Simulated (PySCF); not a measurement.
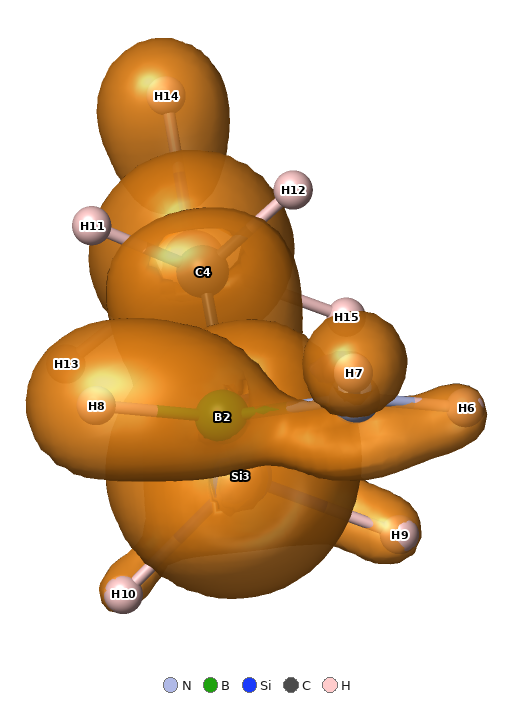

The picture shows: CH$_{10}$BNSi$_{2}$ (SMILES [NH2+]B[SiH2]C[SiH3]) (charge +1, doublet). Isosurfaces of the spin density (α minus β) at +0.015 (orange) and −0.015 e/Å³ (purple), seen at an oblique angle.

Geometry: GFN2-xTB.

The calculation used UKS B3LYP, pcH-1 on B C H N Si, non-relativistic, mean-field spin-orbit, GIAO (PySCF).

```xyz
15

N    -2.8332    0.0324    0.7697
B    -2.0522   -0.1279   -0.3196
Si   -0.2007   -0.9966   -0.0978
C     0.7820    0.6213   -0.1472
Si    2.7244    0.3539   -0.0767
H    -2.5966   -0.2199    1.7190
H    -3.7670    0.4225    0.7221
H    -2.3523    0.1710   -1.4005
H    -0.1450   -1.6936    1.1954
H     0.0463   -1.9321   -1.1980
H     0.5703    1.1811   -1.0579
H     0.5132    1.2704    0.6864
H     3.0648   -0.4451   -1.2479
H     3.2531    1.7158   -0.1120
H     2.9884   -0.3451    1.1762
```

**Describe the spin distribution.**

The unpaired spin (1 electron) lies mostly on B2 (about 0.3), Si3 (about 0.2), C4 (about 0.2) and Si5 (about 0.1), in electrons by Hirshfeld's partition.
